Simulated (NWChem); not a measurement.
Single-point calculation, with input and output: SiH2Cl2 (charge −1)

- system: SiH2Cl2, charge −1, multiplicity 2
- method: B3LYP/6-31G*, UKS (NWChem 7.3.0)

The geometry is that of the parent species in another charge or spin state. The geometry comes from this level: PBE0-D4/def2-TZVP.

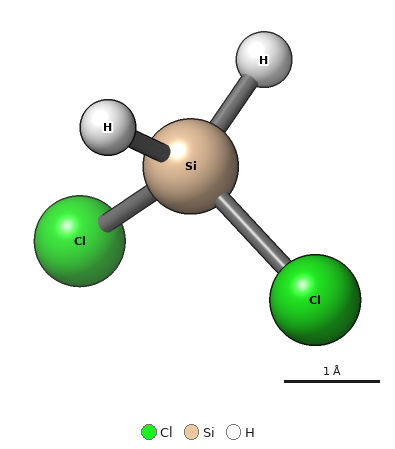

Fig. 1: The structure (ball-and-stick view, seen at a tilt).

**Input**
```python
from ase import Atoms
from ase.calculators.nwchem import NWChem

atoms = Atoms('ClSiClHH', positions=[
    [-1.036100, -0.393400, 1.609300],
    [0.136800, -0.071700, -0.028900],
    [-0.799200, 1.196800, -1.324000],
    [0.352000, -1.362200, -0.711200],
    [1.396500, 0.556600, 0.413400],
])

calc = NWChem(
    label='cl2h2si',
    theory='dft',
    memory='2200 mb',
    basis='6-31G*',
    basispar='spherical bse',
    charge=-1,
    dft={'xc': 'b3lyp', 'mult': '2', 'grid': 'xfine', 'convergence': 'energy 1e-08', 'iterations': '100', 'mulliken': None},
    task='energy',
)
atoms.calc = calc

e = atoms.get_potential_energy()
print(f"E = {e:.6f} eV")
```

**File cl2h2si.nwi**
```
title "cl2h2si"

permanent_dir cl2h2si

scratch_dir cl2h2si

start cl2h2si

geometry units angstrom nocenter noautosym noautoz
  Cl -1.0361000000000000e+00 -3.9340000000000003e-01 1.6093000000000000e+00
  Si 1.3680000000000000e-01 -7.1700000000000000e-02 -2.8899999999999999e-02
  Cl -7.9920000000000002e-01 1.1968000000000001e+00 -1.3240000000000001e+00
  H  3.5199999999999998e-01 -1.3622000000000001e+00 -7.1120000000000005e-01
  H  1.3965000000000001e+00 5.5659999999999998e-01 4.1339999999999999e-01
end

charge -1

memory 2200 mb

basis spherical bse noprint
   * library 6-31G*
end

dft
  xc b3lyp
  mult 2
  grid xfine
  convergence energy 1e-08
  iterations 100
  mulliken
end

task dft energy
```

Machine: 1 thread of Intel Xeon @ 2.50GHz (Skylake/Cascade Lake), 64 GiB of memory available, shared host.

Run as:
```bash
export ASE_NWCHEM_COMMAND="nwchem PREFIX.nwi > PREFIX.nwo"
python run.py
```

**Log**
```
E = -32955.701056 eV
```

**Key numbers**

| quantity | value |
| --- | --- |
| outcome | converged |
| total energy | −1211.099685 hartree |
| basis functions | 58 |
| ⟨S²⟩ | 0.752 |
| wall time | 56 s |
| peak memory | 0.13 GiB |
